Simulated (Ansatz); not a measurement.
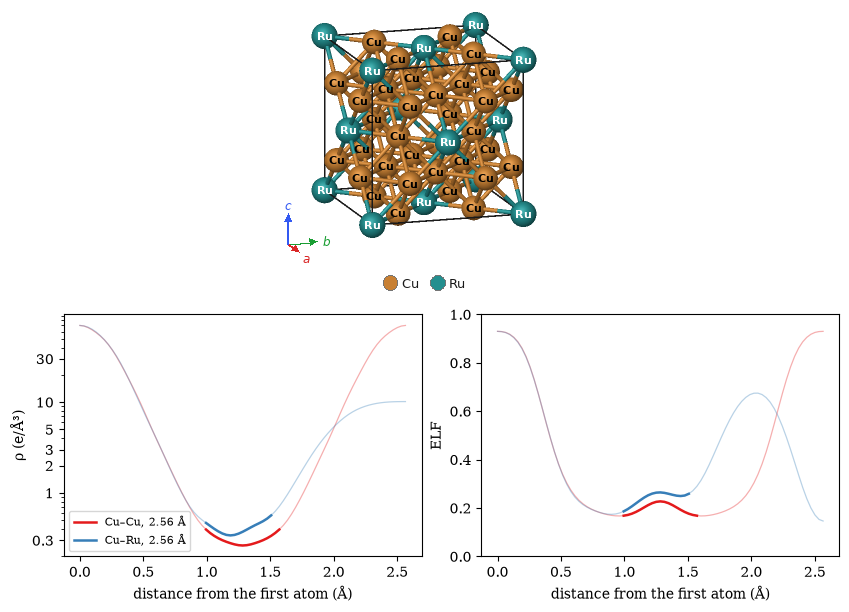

Figure. Cu$_{6}$Ru. Valence pseudo-density and ELF along straight lines between neighbouring atoms. Thin, pale parts lie inside the atomic spheres. The structure is drawn too.

Space group Fm-3m; a generated structure, not necessarily the stable one; computed without spin polarisation.

Method: DFT PBE, scalar-relativistic, plane waves, PAW (Ansatz 0.2.0).

Core electrons are frozen (PAW), and the valence fields are smoothed inside the atomic spheres.

The calculation's input:

```
crystal:
  lattice:
    - [0.0, 3.62464472, 3.62464472]
    - [3.62464472, 0.0, 3.62464472]
    - [3.62464472, 3.62464472, 0.0]
  atoms:
    - { symbol: Cu, position: [0.5, 0.0, 0.0] }
    - { symbol: Cu, position: [0.0, 0.5, 0.5] }
    - { symbol: Cu, position: [0.0, 0.5, 0.0] }
    - { symbol: Cu, position: [0.5, 0.0, 0.5] }
    - { symbol: Cu, position: [0.0, 0.0, 0.5] }
    - { symbol: Cu, position: [0.5, 0.5, 0.0] }
    - { symbol: Ru, position: [0.0, 0.0, 0.0] }
basis:
  ecutwfc: 420
kpoints:
  mp_grid: { grid: [8, 8, 8] }
hamiltonian:
  xc: pbe
scf:
  occupations: { method: gaussian, width: 0.1 }
output:
  forces: true
  stress: true
  eigenvalues: true
  write_density: true
  write_potential: true
  elf: true
  volumetric_format: npy
relax:
  adjacent_minimum: "off"
  f_tol: 0.01
  max_steps: 80
  cell: { stress_tol: 0.05 }
```

Run with:

```sh
ansatz run input.yaml --threads 1 --pin off --max-ram 2560MiB --backend cpu --events-out ev --progress --plain --runs-dir out
```

Below, planes, directions and counts refer to the conventional cell (a = 7.25 Å, b = 7.25 Å, c = 7.25 Å, α = 90.00°, β = 90.00°, γ = 90.00°).

The fields are those of the relaxed geometry.

Q: What can be read from the curves?

A: Cu–Cu (2.56 Å): ρ at the midpoint is about 0.26 e/Å³; the ELF is about 0.25 at the midpoint: no localised pair shows between them.
Cu–Ru (2.56 Å): ρ at the midpoint is about 0.37 e/Å³; the ELF is about 0.25 at the midpoint (no localised pair shows between them).
